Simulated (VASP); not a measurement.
Band structure of HgSe (space group R3m). Level of theory: PBE GGA, VASP's PBE PAW potentials (set 64) (plane waves; VASP 6.6.1).

Unless said otherwise, spin-orbit coupling is left out, though it shifts the bands of the heavy elements here.

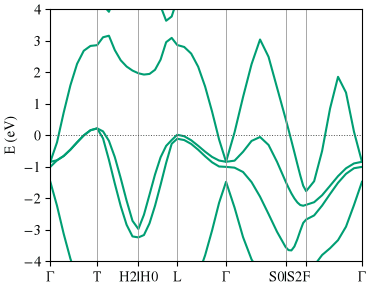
Figure: Bands along high-symmetry lines, zero at the valence-band maximum or, without a gap, the Fermi level

Q: Read the plot: is there a gap, and where are the band edges?

A: It has no gap at this level: it comes out as a metal or semimetal.

The structure was generated: HgSe was put into an ordered model structure, which need not be its known phase. The cell was not relaxed at this level. The k-mesh is coarse (spacing up to 0.38 per Å, 2π included), so the numbers may not be converged in it.
